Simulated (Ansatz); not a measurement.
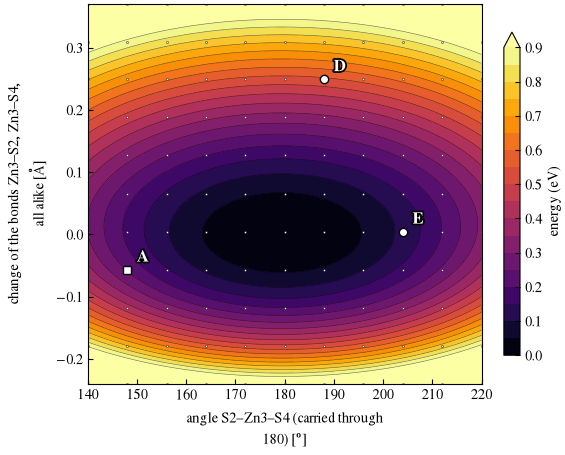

CH₄S₂Zn, SMILES C[S][Zn][SH]. Coordinates scanned: (1) angle S2–Zn3–S4 (carried through 180); (2) change of the bonds Zn3–S2, Zn3–S4, all alike. Nothing is relaxed (all other coordinates rigid). Grid: 11 × 11 points. Points are written as (first, second). All energies are given in eV relative to the relaxed molecule at the same level. Method: RKS PBE-D4/def2-SVP (Ansatz).

Drawn: filled contours, dots at the grid points, one colour for all values above the top of the scale, lettered points. Between grid points the surface is interpolated.

**Is D the lowest point of the computed grid?**

No. D lies 0.54 eV above the lowest grid point, which is at (180°, 0.004 Å).

**What kind of point is each of A, D: minimum, saddle, maximum or slope?**

A: on a slope; D: on a slope. (In these two coordinates alone; a stationary point may lie a little off the grid point.)
